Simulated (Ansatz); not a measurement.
```yaml
atoms:
  - { symbol: O, position_ang: [-1.0974, 1.3329, 0.6377] }
  - { symbol: Hf, position_ang: [0.0775, 0.1534, -0.3251] }
  - { symbol: O, position_ang: [1.7243, -0.0920, 0.6375] }
  - { symbol: O, position_ang: [-0.7777, -1.5399, -0.6419] }
  - { symbol: F, position_ang: [0.4826, 0.9557, -2.0254] }
  - { symbol: H, position_ang: [-1.4356, 1.9264, 1.2991] }
  - { symbol: H, position_ang: [2.4575, -0.5061, 1.0791] }
  - { symbol: H, position_ang: [-1.4311, -2.2304, -0.6609] }
```

Geometry: PBE0-D4/def2-TZVP; core potentials replace the inner electrons of Hf.

Level of theory: Ansatz 0.2.0, RKS PBE0-D4/def2-TZVPP.

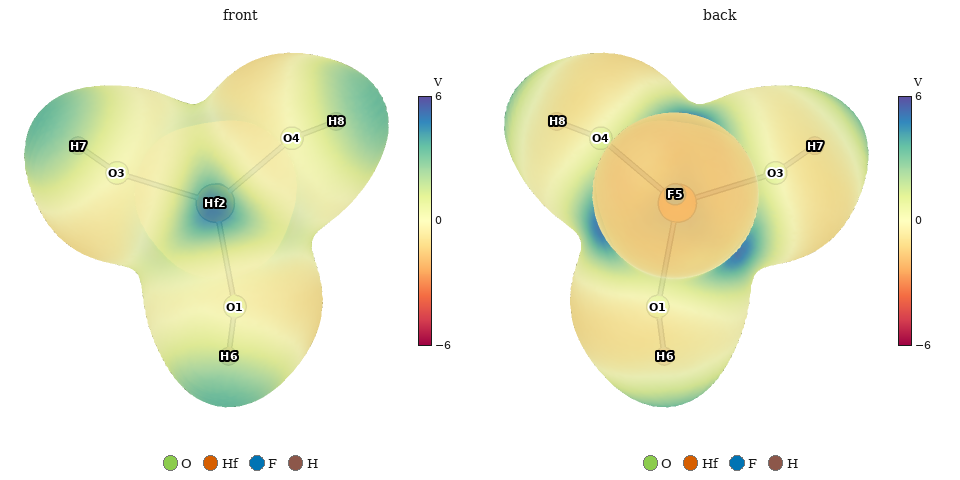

FH3HfO3. The electrostatic potential painted on the density surface at 0.004 e/bohr³, seen from the front and from behind; red is negative and blue positive.

Which sites attract a positive test charge, and which a negative one?

Answer. A positive charge is drawn to the negative regions and a negative charge to the positive ones. The most negative region (about −1.7 V, or −39 kcal/mol for a unit charge) lies over F5, the most positive (about +4.9 V, or +113 kcal/mol for a unit charge) over Hf2.
